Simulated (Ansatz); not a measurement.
Bands of a (3,2) carbon nanotube, along its axis.

These are PBE (plane waves to 420 eV, PAW; Ansatz, an electronic-structure program) values and carry that method's errors. Mesh 1×1×6. No spin polarisation. Isolated but for its images some 11 Å away. An idealised model, rolled from the flat sheet. It keeps the symmetry and period of its start, so it need not be a minimum against all distortions.

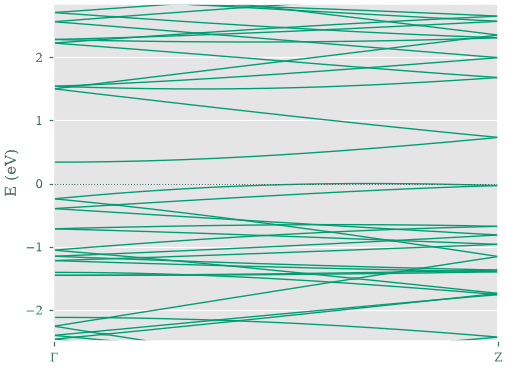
Figure: Bands from the zone centre to the zone edge (period 18.69 Å); the dotted line marks the highest filled level

Problem. Is it a metal or a semiconductor at this level? Give what the bands show.

Solution. A semiconductor in PBE.
- PBE gap = 0.34 eV, indirect, from k = 0.354 × 2π/c to Γ
